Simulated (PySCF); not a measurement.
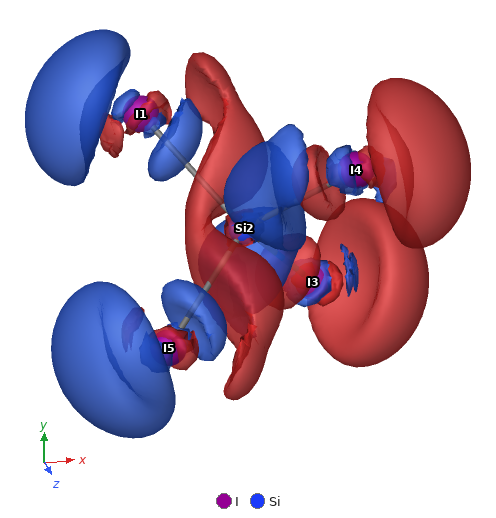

I₄Si, SMILES `I[Si](I)(I)I`. Change of the electron density in a uniform field of 0.21 V/Å, surfaces at ±0.002 e/Å³ (blue: gain, red: loss).

Method: ωB97X/def2-TZVP; geometry: GFN2-xTB; program: PySCF. Core potentials replace the inner electrons of I; spin–orbit coupling isn't included. No frequency check shows the geometry to be a minimum. A basis without diffuse functions makes polarisabilities too small. GFN2-xTB bond lengths at metals and heavier atoms can be off by up to 0.1 Å and shapes distorted, which carries into these values.

Along which Cartesian direction does the field point?

Answer. Along +x: electrons gather on the −x side, against the field.

What dipole is induced, and what polarisability does it imply?

Answer. The induced dipole is 1.59 D (along the field); α along this axis, from the fields in both directions, is 156 bohr³ (23.1 Å³).

Which atoms gain and lose the most charge?

Answer. Electrons gather most on I5 (Hirshfeld charge changes by −0.027 e) and leave I4 most (+0.027 e); 0.114 electrons are displaced in all.
